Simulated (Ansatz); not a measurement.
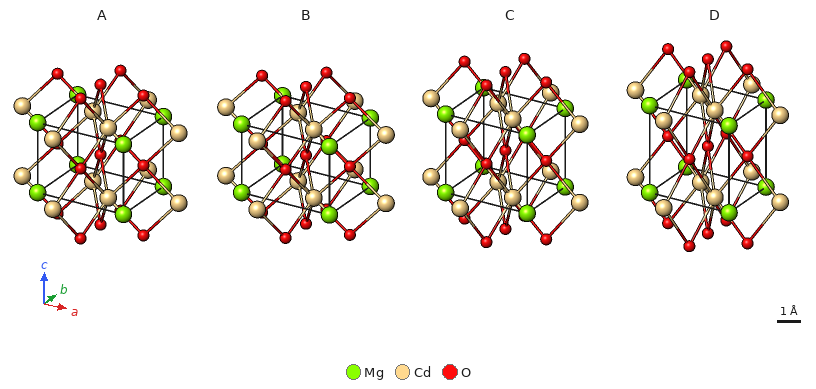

4 geometries from one relaxation of crystalline MgCd2O3 (a generated structure, set up in P6/mmm) (coarse preliminary run), in shuffled order. A ball-and-stick model of the cell of the calculation, seen slightly off an axis.

The calculation used DFT PBE, scalar-relativistic, plane waves, PAW (Ansatz). Settings: plane-wave cutoff 420 eV; k-point mesh 6 × 6 × 4; occupations gaussian; smearing width 0.1 eV; collinear spin; cell and atoms relaxed; force threshold 0.04 eV/Å; at most 70 steps.

Question: Put them in the order of the run, from the start to the converged end.

Answer: D, C, A, B. They are steps 0, 2, 4, 10, at +512 meV per atom, +215 meV per atom, +19.4 meV per atom relative to the last. No atom moves by more than 0.005 Å relative to the cell. Cell: a = b 5.249 → 5.805 Å (+10.6 %), c 3.944 → 3.100 Å (−21.4 %). Volume −3.9 %. Among the contacts that change: Cd–O 2.487 → 2.283 Å. Bond angles that change, for instance: O–Cd–O 104.9° → 85.5°, Cd–O–Cd 75.1° → 94.5°, Cd–O–Cd 104.9° → 85.5°. The space group stays P6/mmm (No. 191). The energy falls by 512 meV per atom in 8 accepted moves (10 points after the start). All forces vanish by symmetry, so only the cell relaxes. The pressure goes from −4.67 to 0.23 GPa. At 2 points the geometry stayed and the basis and grid were re-selected for the new cell (energy shift of 12.4 meV per atom at most each time). The program noted that the starting moments weren't kept. Cost: 71 s on 1 thread of Intel(R) Xeon(R) 6975P-C (Granite Rapids), on a shared host, peak memory 0.58 GiB.

Limits of the set-up: the k-point mesh is coarse for a cell with partly filled bands.
